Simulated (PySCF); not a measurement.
Consider C$_{3}$H$_{9}$Cl$_{3}$Si$_{2}$ (SMILES C[Si](C)(C)[Si](Cl)(Cl)Cl).

Input

```
{"job": {"xc": "WP04", "basis": "pcSseg-1", "solvent": "chloroform", "kind": "nmr", "pop": true}, "charge": 0, "multiplicity": 1}
C     -1.757076    -0.403413     0.805896
Si    -0.153681     0.186896     0.026843
C     -0.419863     0.880685    -1.698261
C      0.773346     1.386538     1.135945
Si     1.238240    -1.668794    -0.217284
Cl     3.110168    -1.074464    -0.873258
Cl     0.499621    -3.025457    -1.593215
Cl     1.499857    -2.675773     1.570582
H     -1.567007    -0.873482     1.783019
H     -2.258456    -1.142532     0.162350
H     -2.446924     0.442235     0.959244
H     -1.070682     1.769186    -1.665165
H      0.538158     1.173305    -2.154007
H     -0.893547     0.131187    -2.350732
H      1.750398     1.644458     0.697699
H      0.950865     0.943600     2.128072
H      0.199585     2.317857     1.272360
```

Launched as:

```sh
OMP_NUM_THREADS=1 python ens_run.py task.json out
```

Geometry: PBE0-D3(BJ)/def2-SVP.

All numbers below come from PySCF, WP04/pcSseg-1, SCF density, in a chloroform solvent model, non-relativistic.

Question: What will maps of the electron density and electron localisation function show?

Answer: C–Si (1.88 Å): ρ is about 0.96 e/Å³ halfway; the ELF peaks at about 0.95 between the atoms, as expected for localised, covalent bonding.
Si–Cl (2.07 Å): ρ at the midpoint is about 0.89 e/Å³; the ELF peaks at about 0.90 between the atoms; a shared but strongly polarised pair.
Si–Si (2.33 Å): the density is about 0.7 e/Å³ at the midpoint; the ELF peaks at about 1 between the atoms: a shared electron pair.
C–H (1.10 Å): ρ at the midpoint is about 1.9 e/Å³; the ELF climbs to about 1 towards the hydrogen, as it does in any bond to H (a covalent bond by its length).

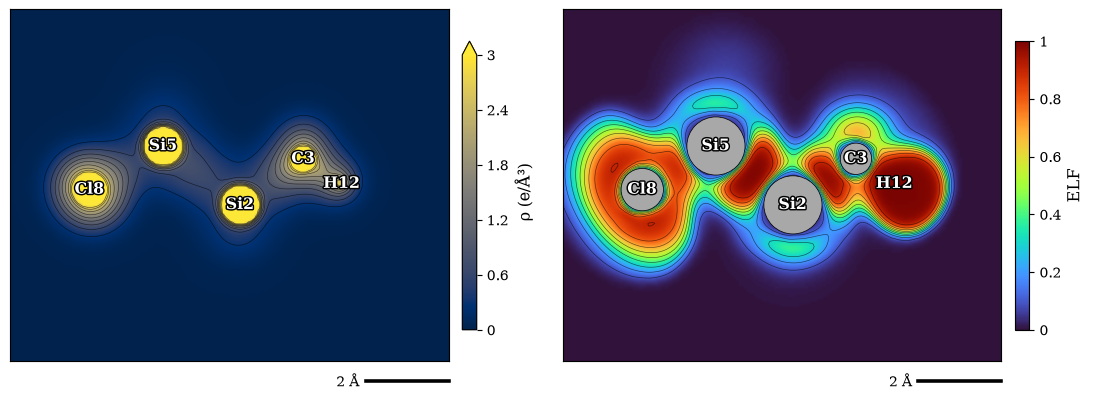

Computed electron density and electron localisation function on the plane of atoms Si2, C3 and H12, in this order. Grey discs cover the atomic cores in the ELF map. 
